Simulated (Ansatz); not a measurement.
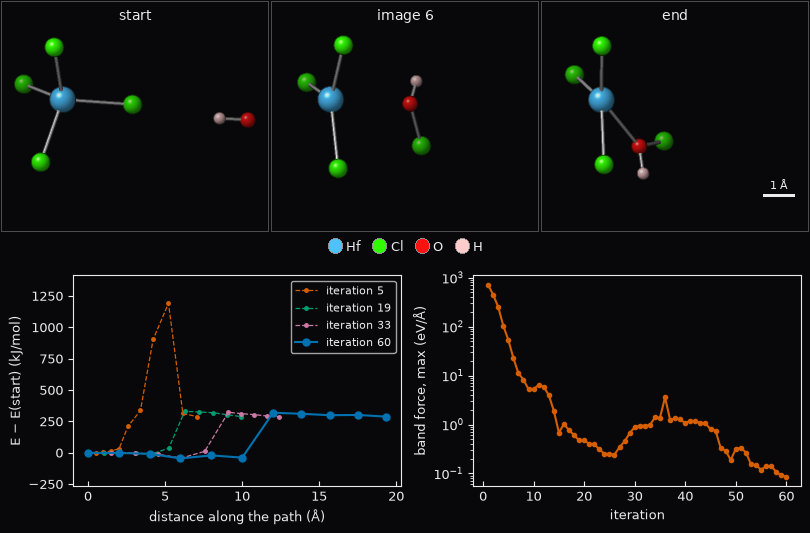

A nudged-elastic-band calculation for HfHOCl₄ (multiplicity 2), made up at the start of HfCl4 and HO. Images are numbered from 0 (start) to 10 (end). The plot follows the band through its iterations. Style: ball-and-stick. Shown at a tilt.

Computed with UHF/def2-SVP (Ansatz 0.2.0). Set-up: 9 movable images; climbing image; force threshold 0.05 eV/Å; iteration limit 60; starting path through a guess of the saddle point.

> Judge this run.

The result isn't final. The band hadn't converged when the run stopped after 60 iterations. The largest component of the band force went from 710 to 0.086 eV/Å. The barrier read from it is provisional, though the highest image hardly moved in the last two iterations. The first iteration put the highest image at 17077.7 kJ/mol. Relative to the start the highest point is image 6 at +319.8 kJ/mol and the end lies at +288.3 kJ/mol, but the profile dips to −44.7 kJ/mol at image 3 on the way, so there may be more than one step; on an unconverged band the side maxima are provisional.

Limits of the set-up: the start holds two separate molecules, 2.9 Å apart at their closest, whose relative position is a soft coordinate and is computed without a dispersion correction; Hartree-Fock leaves out electron correlation.

The run took 31 min on 4 threads of Arm Neoverse V1, with other jobs on the host, peak memory 0.7 GiB.
